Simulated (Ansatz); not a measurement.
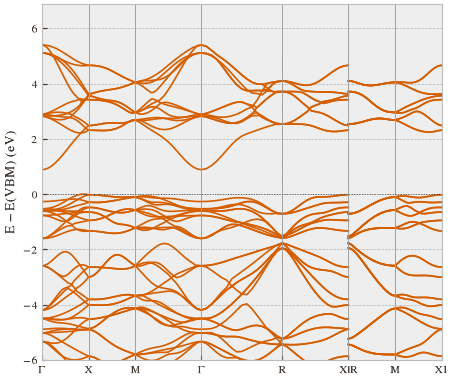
Figure. Band structure from r²SCAN in the plane-wave PAW code Ansatz

Problem. Read off the gap and where the band edges lie.

Solution. About 0.9 eV (0.89 eV by a search for the band edges); maximum on the Γ–X line, 90 % of the way from Γ, minimum at Γ.

The material is RuS2 in space group Pa-3 (No. 205; Ru on 4a, S on 8c).

The r²SCAN relaxation kept the symmetry of its start. The run is not spin-polarised. Scalar-relativistic: spin–orbit coupling is off unless named, which matters more the heavier the elements.

Potentials: the earlier of the program's two PAW sets.
